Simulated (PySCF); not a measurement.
# C3H9F2Si2 (doublet): what the fields show

```xyz
16

C    -1.1120   -1.9743    0.3506
C    -0.8997   -1.0684   -0.8049
Si    0.2312    0.3755   -0.8380
Si   -0.4463    2.3346    0.2555
C     1.8376   -0.1560    0.1294
F     2.7923    0.8131    0.0116
F     1.5890   -0.2600    1.4701
H    -1.0499   -3.0169    0.0277
H    -0.3827   -1.8092    1.1379
H    -2.1137   -1.8445    0.7708
H    -1.6312   -1.1748   -1.5949
H     0.7259    0.5819   -2.2085
H     0.6838    3.1709    0.6607
H    -1.2977    3.1147   -0.6496
H    -1.2385    2.0225    1.4491
H     2.3042   -1.1002   -0.1791
```

Geometry: GFN2-xTB.

Theory: UKS B3LYP, pcH-1 on C F H Si, non-relativistic, mean-field spin-orbit, GIAO in PySCF 2.14.0, density-fitted response routines.

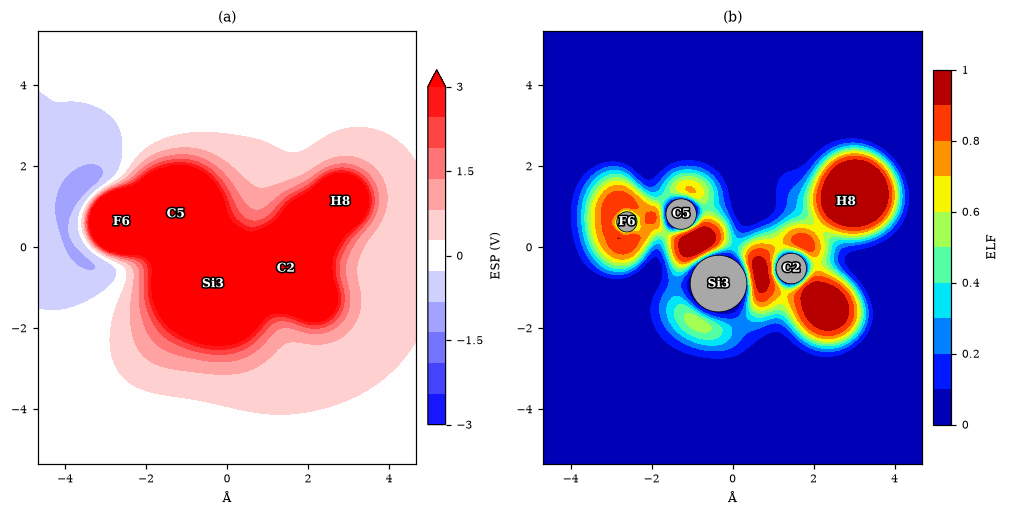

Figure 1. (a) electrostatic potential; (b) ELF on the plane of atoms C2, Si3 and C5. Grey discs cover the atomic cores in the ELF map.

**What does the map show?**

- The plane passes through C, Si, F and H nuclei.
- C–F (1.37 Å): the ELF peaks at about 0.85 between the atoms (a polar covalent bond).
- C–Si (1.83 Å): the ELF peaks at about 0.95 between the atoms, as expected for a shared electron pair.
- C–Si (1.95 Å): the ELF peaks at about 1 between the atoms, as expected for a covalent bond.
- The ELF also peaks beside F6, away from the bonds: non-bonding electrons, paired or unpaired.
- Outside the dense part of the molecule the potential is most negative (−1.1 V) near F6.

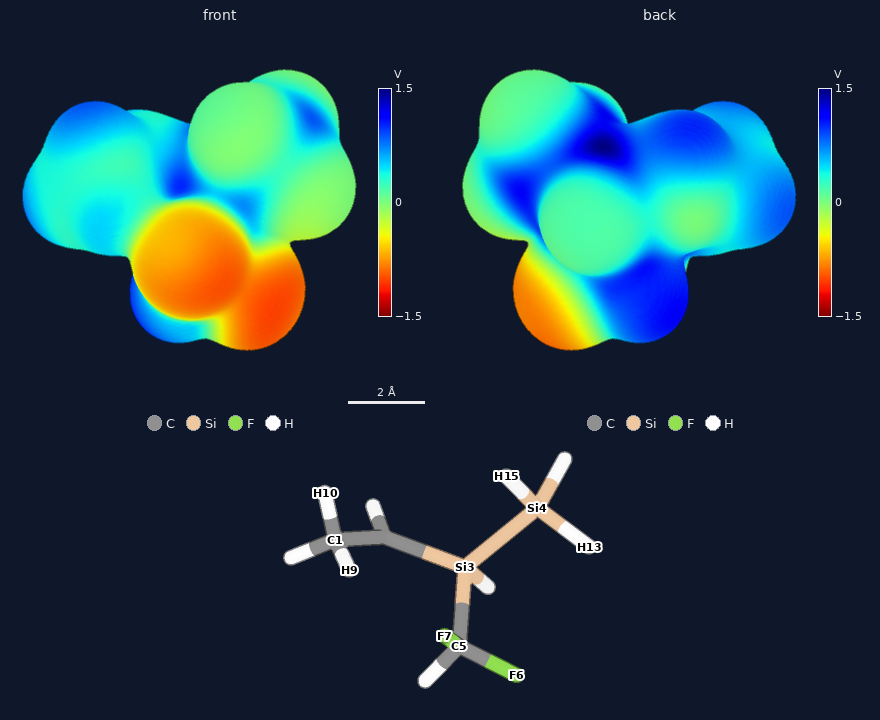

Figure 2. The molecular electrostatic potential painted on the density surface at 0.002 e/bohr³, seen from the front and from behind; red is negative and blue positive. The bare structure is drawn below in the same view.

**Which sites attract a positive test charge, and which a negative one?**

A positive charge is drawn to the negative regions and a negative charge to the positive ones. The most negative region (about −1.0 V) lies over F6 and F7, the most positive (about +1.4 V) over Si3.
